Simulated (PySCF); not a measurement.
C₅H₁₅NOSi

```xyz
23

C    -2.8335    0.6268   -0.7014
C    -1.3446    0.3379   -0.8371
C    -0.7211   -0.4010    0.3551
C    -1.3354   -1.7801    0.6003
Si    1.1481   -0.5549    0.1582
O     1.8481   -1.5044    1.3454
N     1.7979    1.0441    0.2000
C     3.1632    1.3940   -0.1078
H    -3.4268   -0.2976   -0.6373
H    -3.0425    1.2174    0.2058
H    -3.2092    1.1974   -1.5650
H    -0.8115    1.2915   -0.9986
H    -1.1681   -0.2513   -1.7555
H    -0.8809    0.2163    1.2627
H    -1.2486   -2.4158   -0.2971
H    -0.8208   -2.3048    1.4190
H    -2.4043   -1.7208    0.8599
H     1.4860   -1.3093   -1.0865
H     1.9127   -1.0795    2.2063
H     1.1524    1.8245    0.1888
H     3.3092    1.7453   -1.1472
H     3.8136    0.5165    0.0310
H     3.5489    2.1797    0.5648
```

Geometry: PBE0-D3(BJ)/def2-SVP.

Computed with PySCF, PBE0/pcSseg-1, SCF density, gas phase, non-relativistic.

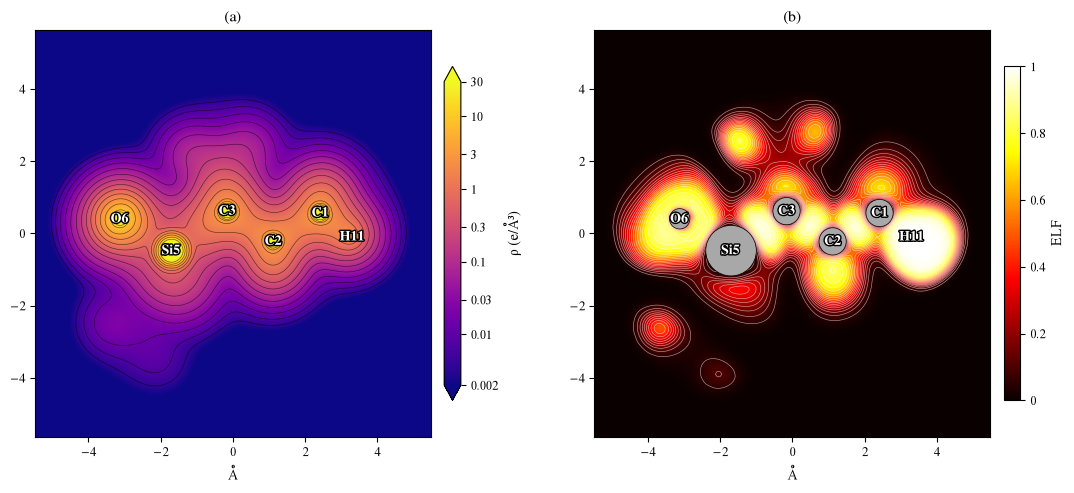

Figure 1. (a) total electron density; (b) ELF on the plane of atoms C3, Si5 and O6. Grey discs cover the atomic cores in the ELF map.

**Interpret the plot.**

- The plane passes through C, Si, O and H nuclei.
- C–C (1.52 Å): ρ at the midpoint is about 1.6 e/Å³; the ELF peaks at about 0.95 between the atoms, as expected for a shared electron pair.
- Si–O (1.67 Å): the density is about 1.1 e/Å³ at the midpoint; the ELF peaks at about 0.85 between the atoms (a shared but strongly polarised pair).
- C–Si (1.89 Å): ρ is about 0.98 e/Å³ halfway; the ELF peaks at about 0.95 between the atoms (localised, covalent bonding).
- The ELF also peaks beside O6, away from the bonds: lone-pair regions.

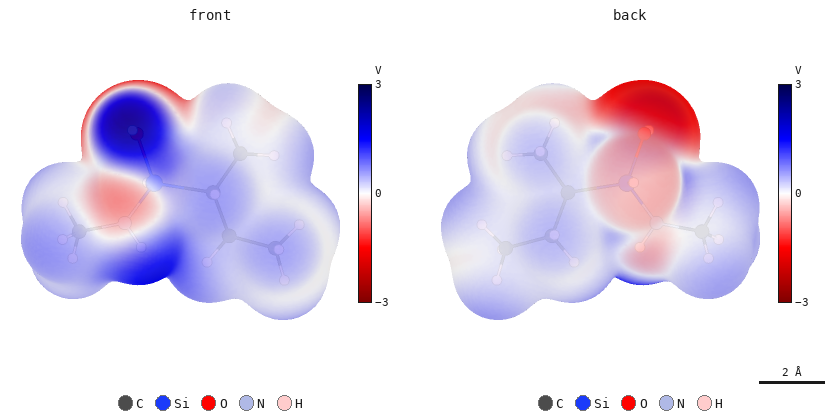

Figure 2. The molecular electrostatic potential painted on the density surface at 0.002 e/bohr³, seen from the front and from behind; the colour scale runs from red (negative) to blue (positive).

**Where is the surface potential most negative and most positive?**

The most negative region (about −1.8 V) lies over O6, the most positive (about +2.1 V) over H19. O6 is the likeliest acceptor of a hydrogen bond.
